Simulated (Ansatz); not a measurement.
# C2HCl2F (SMILES FC=C(Cl)Cl): CCSD/6-31G(d) (spherical functions)

Aim: the vertical singlet–triplet gap of C2HCl2F at CCSD/6-31G* (spherical functions), from 2 runs. 

Program for the calculation: Ansatz 0.2.0.

66 further runs of the same task are left out: 66 set aside as unsound or not needed. Runs told in other sessions of the task aren't counted.

**1. The system as given**

C2HCl2F: 6 atoms, total charge 0, spin state singlet. SMILES: `FC=C(Cl)Cl`. Geometry: relaxed at PBE0-D4/def2-TZVP.

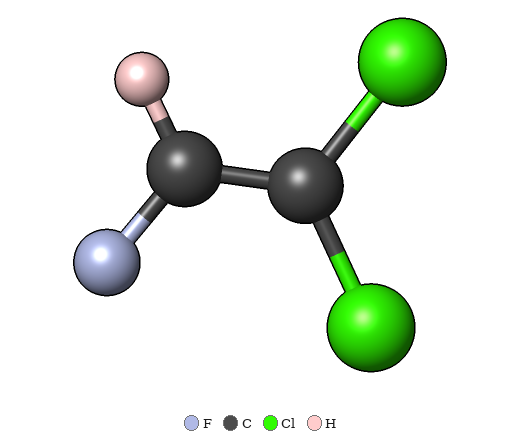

The structure, seen from a chosen angle (fluorine light blue, carbon dark grey, chlorine green, hydrogen pink).

**2. The energy at CCSD/6-31G(d) (spherical functions)**

Contents of molecule.yaml:

```yaml
crystal:
  periodic: [false, false, false]
  atoms:
    - {symbol: F, position_ang: [0.369860, -1.453540, 1.016570]}
    - {symbol: C, position_ang: [0.335170, -0.183710, 0.639080]}
    - {symbol: C, position_ang: [-0.249490, 0.193990, -0.489960]}
    - {symbol: Cl, position_ang: [-1.002700, -0.907170, -1.549080]}
    - {symbol: Cl, position_ang: [-0.269610, 1.845290, -0.936840]}
    - {symbol: H, position_ang: [0.816790, 0.505150, 1.320220]}
basis:
  gaussian: {orbitals: 6-31G_st_-spherical.json}
correlation: {method: ccsd, frozen_orbitals: {C: 1, Cl: 5, F: 1, H: 0}}
accuracy: high
scf: {omitted_lower_state_checks: [cluster_reference, increment]}
```

The basis set 6-31G* is read from a file made from the Basis Set Exchange's data (not shown).

Launch:

```sh
$ ansatz run molecule.yaml --threads 1 --pin off --max-ram 3480MiB --events-out events.jsonl --progress --plain --runs-dir runs
```

What it wrote, cut to the lines that bear on the results:

```text
Warning: RAYON_NUM_THREADS=1 ignored (pool sized by the plan → 1); use --threads N
Functional definition: HF
  name "HF"
[...]
1764 factors; integrals over basis functions are off by at most 5.3e-9 eV
[...]
mean field -29787.25939016 eV, -1094.6615920588 hartree, gradient 9.2e-9 eV, S^2 0.000000; 0 other end points of the search recorded, 0 dependent functions left out; unrestricted orbitals would lower it
13 core orbitals not correlated: weight in the atoms' cores, before any rotation towards them, 1.000 or more for the frozen orbitals, at most 0.000 for the correlated occupied ones
reference -29787.25939016 eV, -1094.6615920588 hartree; 15, 15 occupied and 52, 52 virtual orbitals, 1764 factors
second order -18.42000882 eV of doubles, -0.00000000 eV of singles
cycle   1  -18.82225044 eV  change   -4.0e-1 eV  update   1.0e-1
[...]
cycle  20  -19.39469949 eV  change    1.2e-9 eV  update   3.1e-9
Total energy: -29806.65408965 eV, -1095.3743341189 hartree
Checks for a lower state left out: cluster_reference, increment
```

It took 14 s on 1 thread of Arm Neoverse V1, shared host; peak memory 0.38 GiB.

**3. The triplet**

Contents of input.yaml:

```yaml
crystal:
  periodic: [false, false, false]
  atoms:
    - symbol: F
      position_ang: [0.369860, -1.453540, 1.016570]
    - symbol: C
      position_ang: [0.335170, -0.183710, 0.639080]
    - symbol: C
      position_ang: [-0.249490, 0.193990, -0.489960]
    - symbol: Cl
      position_ang: [-1.002700, -0.907170, -1.549080]
    - symbol: Cl
      position_ang: [-0.269610, 1.845290, -0.936840]
    - symbol: H
      position_ang: [0.816790, 0.505150, 1.320220]
basis:
  gaussian: {orbitals: 6-31G_st_-spherical.json}
magnetization: {spin_polarized: true, initial_magnetization: 2}
correlation: {method: ccsd, frozen_orbitals: {C: 1, Cl: 5, F: 1, H: 0}}
accuracy: high
scf: {omitted_lower_state_checks: [cluster_reference, increment]}
```

The basis set 6-31G* is read from a file made from the Basis Set Exchange's data (not shown).

Launch:

```sh
$ ansatz run input.yaml --threads 1 --pin off --max-ram 3480MiB --events-out events.jsonl --progress --plain --runs-dir runs
```

What it wrote, cut to the lines that bear on the results:

```text
Warning: RAYON_NUM_THREADS=1 ignored (pool sized by the plan → 1); use --threads N
[... 2 set-up lines as earlier in the session ...]
[...]
1764 factors; integrals over basis functions are off by at most 5.3e-9 eV
[...]
mean field -29783.90000437 eV, -1094.5381369080 hartree, gradient 2.4e-8 eV, S^2 2.030142; 2 other end points of the search recorded, 0 dependent functions left out
13 core orbitals not correlated: weight in the atoms' cores, before any rotation towards them, 1.000 or more for the frozen orbitals, at most 0.000 for the correlated occupied ones
reference -29783.90000437 eV, -1094.5381369080 hartree; 16, 14 occupied and 51, 53 virtual orbitals, 1764 factors
second order -17.27016016 eV of doubles, -0.00000000 eV of singles
cycle   1  -17.91362405 eV  change   -6.4e-1 eV  update   1.1e-1
[...]
cycle  26  -18.51512187 eV  change  -5.0e-11 eV  update   3.3e-9
Total energy: -29802.41512623 eV, -1095.2185550866 hartree
Checks for a lower state left out: cluster_reference, increment
```

It took 54 s on 1 thread of Arm Neoverse V1, shared host; peak memory 0.69 GiB.

**4. Outcome**

Level: CCSD/6-31G* (spherical functions), 13 core orbitals frozen.

| quantity | value |
| --- | --- |
| singlet: total energy | -1095.37433 Eh |
| singlet: correlation energy (13 core orbitals frozen) | -712.7 mEh |
| singlet: T1 diagnostic | 0.011 |
| triplet: total energy | -1095.21856 Eh |
| triplet: correlation energy (13 core orbitals frozen) | -680.4 mEh |
| triplet: ⟨S²⟩ of the reference determinant | 2.030 |
| triplet: T1 diagnostic | 0.019 |
| vertical energy of the triplet above the singlet | 4.239 eV |

In words: At this shape the triplet lies 4.24 eV (409 kJ/mol) above the singlet. The restricted solution (singlet) is unstable to spin breaking: an unrestricted one lies lower.
